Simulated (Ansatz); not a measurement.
# AlH₄ (doublet): correlated methods under varied settings at distance Al1–H5 = 1.965 Å

What do other methods and options give for AlH₄ (doublet) at this geometry, and how long do they take?

The runs use Ansatz 0.2.0, Gaussian basis; the settings change from run to run.

32 further runs of the same task are left out: 8 for a known fault of the program, 2 for a mislabelled method, 17 that didn't finish, 5 set aside as unsound or not needed.

## (1) What is computed

The geometry derives from a PBE0/def2-TZVP stationary point (not a proven minimum). One bond is set to the value named and the two fragments are kept rigid.

5 atoms, charge 0, spin multiplicity 2.

Atoms are counted from 1 here; the program's logs count them from 0.

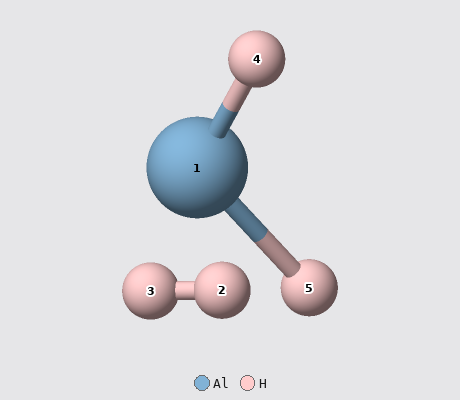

The geometry (aluminium light blue, hydrogen pink); atoms are numbered from 1 in the order of the file.

As a file:

```tsv
atom	x (Å)	y (Å)	z (Å)
Al1	-0.0659	0.0105	-0.1323
H2	0.4427	0.0122	1.9863
H3	-0.3231	0.0015	1.9569
H4	0.7273	1.3937	-0.1883
H5	0.9163	-1.6894	-0.2142
```

## (2) CCSDT(Q) on UHF/6-31G

in.yaml

```yaml
crystal:
  periodic: [false, false, false]
  atoms:
    - {symbol: Al, position_ang: [-0.065869, 0.010536, -0.132268]}
    - {symbol: H, position_ang: [0.442720, 0.012191, 1.986272]}
    - {symbol: H, position_ang: [-0.323068, 0.001483, 1.956889]}
    - {symbol: H, position_ang: [0.727299, 1.393699, -0.188297]}
    - {symbol: H, position_ang: [0.916308, -1.689417, -0.214196]}
basis:
  gaussian: {orbitals: 6-31G}
magnetization: {spin_polarized: true, initial_magnetization: 1}
correlation: {method: ccsdt_q, electrons: valence}
scf: {lower_state_search: full}
```

On the command line:

```
$ ansatz run in.yaml --threads 1 --pin off --events-out ev --progress --plain --max-ram 2393MiB
```

The program printed (excerpt; [...] marks lines left out):

```text
Functional definition: HF
  name "HF"
  cite "Fock, Z. Phys. 61, 126 (1930) doi:10.1007/BF01340294"
  parent pbe
[...]
466 factors; integrals over basis functions are off by at most 8.5e-8 eV
[...]
mean field -6641.95109402 eV, -244.0872006290 hartree, gradient 1.9e-6 eV, S^2 0.753218; 3 other end points of the search recorded, 0 dependent functions left out
determinant -6641.95109402 eV, -244.0872006290 hartree, with singles and doubles -6644.00839076 eV, -244.1628048897 hartree
determinant -6638.79897052 eV, -243.9713622270 hartree, with singles and doubles -6640.97554851 eV, -244.0513499928 hartree
5 core orbitals not correlated: weight in the atoms' cores, before any rotation towards them, 1.000 or more for the frozen orbitals, at most 0.000 for the correlated occupied ones
reference -6641.95109402 eV, -244.0872006290 hartree; 4, 3 occupied and 12, 13 virtual orbitals, 466 factors
second order -1.39589430 eV of doubles, -0.00000000 eV of singles
cycle   1  -1.80675534 eV  change   -4.1e-1 eV  update   6.2e-2
[...]
cycle  14  -2.09307797 eV  change   -1.8e-8 eV  update   6.8e-7
perturbative correction -0.00052736 eV, -0.0000193801 hartree
Total energy: -6644.04469934 eV, -244.1641392057 hartree
```

Wall time 0.69 s (1 thread of Arm Neoverse V2, shared host).

From the report: ⟨S²⟩ of the determinant 0.753 (pure doublet: 0.75); correlation -2.0936 eV; T1 0.016; largest double amplitude 0.06.

## (3) CCSDT(Q) on UHF/def2-SVP

Changes to in.yaml since step 2:

```diff
@@ -9,5 +9,5 @@
 basis:
-  gaussian: {orbitals: 6-31G}
+  gaussian: {orbitals: def2-SVP, fitting: {mean_field: def2-universal-jkfit}}
 magnetization: {spin_polarized: true, initial_magnetization: 1}
-correlation: {method: ccsdt_q, electrons: valence}
+correlation: {method: ccsdt_q, electrons: outside_noble_gas}
 scf: {lower_state_search: full}
```

The command is unchanged.

The program printed (excerpt; [...] marks lines left out):

```text
Functional definition: HF
  name "HF"
  cite "Fock, Z. Phys. 61, 126 (1930) doi:10.1007/BF01340294"
  parent pbe
[...]
200 factors; integrals over basis functions are off by at most 4.9e-1 eV
[...]
mean field -6640.95277399 eV, -244.0505130446 hartree, gradient 3.1e-6 eV, S^2 0.755505; 3 other end points of the search recorded, 0 dependent functions left out
determinant -6640.95277399 eV, -244.0505130446 hartree, with singles and doubles -6644.00709989 eV, -244.1627574511 hartree
determinant -6637.76003442 eV, -243.9331820296 hartree, with singles and doubles -6640.93539279 eV, -244.0498742973 hartree
5 core orbitals not correlated: weight in the atoms' cores, before any rotation towards them, 1.000 or more for the frozen orbitals, at most 0.000 for the correlated occupied ones
reference -6640.95277399 eV, -244.0505130446 hartree; 4, 3 occupied and 29, 30 virtual orbitals, 200 factors
second order -2.29569768 eV of doubles, -0.00000000 eV of singles
cycle   1  -2.81145716 eV  change   -5.2e-1 eV  update   6.2e-2
[...]
cycle  15  -3.11520453 eV  change    3.1e-7 eV  update   5.6e-7
perturbative correction -0.00083178 eV, -0.0000305674 hartree
Total energy: -6644.06881030 eV, -244.1650252670 hartree
```

Wall time 4.2 s (1 thread of Arm Neoverse V2, shared host).

From the report: ⟨S²⟩ of the determinant 0.756 (pure doublet: 0.75); correlation -3.1160 eV; T1 0.017; largest double amplitude 0.06.

## (4) CCSDT(Q) on UHF/cc-pVDZ

Changes to in.yaml since step 3:

```diff
@@ -9,5 +9,4 @@
 basis:
-  gaussian: {orbitals: def2-SVP, fitting: {mean_field: def2-universal-jkfit}}
+  gaussian: {orbitals: cc-pVDZ}
 magnetization: {spin_polarized: true, initial_magnetization: 1}
 correlation: {method: ccsdt_q, electrons: outside_noble_gas}
-scf: {lower_state_search: full}
```

Same command.

The program printed (excerpt; [...] marks lines left out):

```text
Functional definition: HF
  name "HF"
  cite "Fock, Z. Phys. 61, 126 (1930) doi:10.1007/BF01340294"
  parent pbe
[...]
700 factors; integrals over basis functions are off by at most 2.1e-7 eV
[...]
mean field -6643.11825538 eV, -244.1300930180 hartree, gradient 2.1e-6 eV, S^2 0.756883; 1 other end points of the search recorded, 0 dependent functions left out
determinant -6643.11825538 eV, -244.1300930180 hartree, with singles and doubles -6646.25808255 eV, -244.2454795381 hartree
determinant -6639.90014373 eV, -244.0118295962 hartree, with singles and doubles -6643.20360662 eV, -244.1332296180 hartree
5 core orbitals not correlated: weight in the atoms' cores, before any rotation towards them, 1.000 or more for the frozen orbitals, at most 0.000 for the correlated occupied ones
reference -6643.11825538 eV, -244.1300930180 hartree; 4, 3 occupied and 29, 30 virtual orbitals, 700 factors
second order -2.34882863 eV of doubles, -0.00000000 eV of singles
cycle   1  -2.88705335 eV  change   -5.4e-1 eV  update   6.3e-2
[...]
cycle  15  -3.20445962 eV  change    5.8e-7 eV  update   6.2e-7
perturbative correction -0.00102072 eV, -0.0000375108 hartree
Total energy: -6646.32373572 eV, -244.2478922477 hartree
```

It took 5.5 s on 1 thread of Arm Neoverse V2, shared host.

From the report: ⟨S²⟩ of the determinant 0.757 (pure doublet: 0.75); correlation -3.2055 eV; T1 0.018; largest double amplitude 0.06.

## (5) CCSDT/def2-mTZVP

Changes to in.yaml since step 4:

```diff
@@ -9,4 +9,7 @@
 basis:
-  gaussian: {orbitals: cc-pVDZ}
-magnetization: {spin_polarized: true, initial_magnetization: 1}
-correlation: {method: ccsdt_q, electrons: outside_noble_gas}
+  gaussian: {orbitals: def2-mTZVP}
+magnetization: {spin_polarized: false, initial_magnetization: 1}
+hamiltonian: {xc: {name: PBE}}
+correlation: {method: ccsdt, electrons: outside_noble_gas}
+scf: {lower_state_search: light}
+output: {forces: true}
```

Launched as before.

The program printed (excerpt; [...] marks lines left out):

```text
Functional definition: PBE
  name "PBE"
  cite "Perdew, Burke & Ernzerhof, Phys. Rev. Lett. 77, 3865 (1996) doi:10.1103/PhysRevLett.77.3865"
  parent pbe
[...]
601 factors; integrals over basis functions are off by at most 2.6e-7 eV
[...]
mean field -6654.85798445 eV, -244.5615201036 hartree, gradient 2.3e-6 eV, S^2 0.750000; 0 other end points of the search recorded, 0 dependent functions left out
5 core orbitals not correlated: weight in the atoms' cores, before any rotation towards them, 1.000 or more for the frozen orbitals, at most 0.000 for the correlated occupied ones
reference -6642.50678261 eV, -244.1076218083 hartree; 4, 3 occupied and 25, 26 virtual orbitals, 601 factors
second order -1.81385515 eV of doubles, -0.22982442 eV of singles
cycle   1  -2.43215453 eV  change   -3.9e-1 eV  update   6.0e-2
[...]
cycle  15  -2.70346716 eV  change    1.9e-7 eV  update   3.4e-7
[...]
Total energy: -6645.21024978 eV, -244.2069723940 hartree
Atom 0 at    -0.065869     0.010536    -0.132268 Å, force     0.922489    -1.975466    -0.482993 eV/Å
Atom 1 at     0.442720     0.012191     1.986272 Å, force    -0.226452     0.007737     0.160301 eV/Å
Atom 2 at    -0.323068     0.001483     1.956889 Å, force     0.265736     0.003671     0.190639 eV/Å
Atom 3 at     0.727299     1.393699    -0.188297 Å, force     0.092374     0.079652     0.029566 eV/Å
Atom 4 at     0.916308    -1.689417    -0.214196 Å, force    -1.054148     1.884406     0.102487 eV/Å
Dipole moment:    -0.185122     0.138486     0.246176 e Å
```

Run time: 11 s. Hardware: 1 thread of Arm Neoverse V2, shared host; peak memory 0.25 GiB.

From the report: correlation -2.7035 eV; T1 0.026; largest double amplitude 0.06. The orbitals are Kohn-Sham ones, so correlation energy and T1 don't compare with those on Hartree-Fock orbitals.

## (6) All runs side by side

Where basis and cores are those of an earlier FCI/6-31G run (-6644.0448 eV), and the state is the same kind, the miss against it is given.

```tsv
level	correlated	functions	energy (eV)	from FCI (meV)	time
CCSDT(Q) on UHF/6-31G	valence	21	-6644.0447	0.1	0.69 s
CCSDT(Q) on UHF/def2-SVP	outside noble gas	38	-6644.0688		4.2 s
CCSDT(Q) on UHF/cc-pVDZ	outside noble gas	38	-6646.3237		5.5 s
CCSDT/def2-mTZVP (on PBE orbitals)	outside noble gas	34	-6645.2102		11 s
```

## (7) Summary of results

```
quantity                                     value
    runs                                         4
quickest             CCSDT(Q) on UHF/6-31G, 0.69 s
 slowest  CCSDT/def2-mTZVP (on PBE orbitals), 11 s
```

What this shows: Total energies in different bases, with other cores or another treatment of relativity can't be set against each other. CCSDT/def2-mTZVP (on PBE orbitals) took 15 times as long as CCSDT(Q) on UHF/6-31G; the jobs differ in more than the method.
